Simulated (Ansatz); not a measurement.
Profile along the Fe–Fe line in Fe (bcc, W type)

Fe (bcc, W type)

```xyz
1
Lattice="-1.4323 1.4323 1.4323 1.4323 -1.4323 1.4323 1.4323 1.4323 -1.4323" Properties=species:S:1:pos:R:3 pbc="T T T"
Fe     0.0000     0.0000     0.0000
```

Fields along a shortest Fe–Fe line of a {211} plane (2.48 Å), from Fe to Fe, interpolated on the slice's grid (step about 0.1 Å). Computed with r2SCAN (plane waves to 500 eV, PAW, scalar-relativistic; Ansatz, a first-principles code). k mesh 23×23×23. These are valence fields of a PAW run, semicore shells included where kept as valence: close to a nucleus they are smooth pseudo fields. Fe was relaxed with its symmetry unable to fall. Relaxed Fe ends ferromagnetic. The magnetic order is the one the run started from; other orders were not tried.

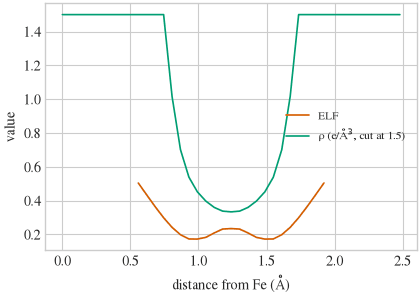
Fig. 1. ELF (away from the nuclei) and valence density from Fe to Fe.

Density on the Fe–Fe line (2.48 Å) at its midpoint: 0.33 e/Å³. ELF at that point: 0.2.
